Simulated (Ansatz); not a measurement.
Start from ZnSe in the zinc blende structure (space group F-43m, No. 216; a = 5.6655 Å). Axes: x, y, z lie along the cube axes.

The change: uniaxial strain ε_zz = −3.34 %, all other strain components held at zero; the atoms relax in the strained cell.

The values are results of DFT with r2SCAN, PAW potentials and a 500 eV plane-wave cutoff in Ansatz (a quantum-chemistry and plane-wave program), spin-orbit coupling left out, not measurements.

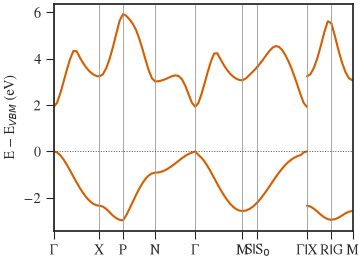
Figure. Highest valence and lowest conduction band along the path of the changed cell's own zone

Task: From the figure, how large is the changed gap, and is it direct?

Result: About 1.9 eV, direct at Γ.

Stability against distortions was not tested. k-point labels follow each cell's own Brillouin zone.
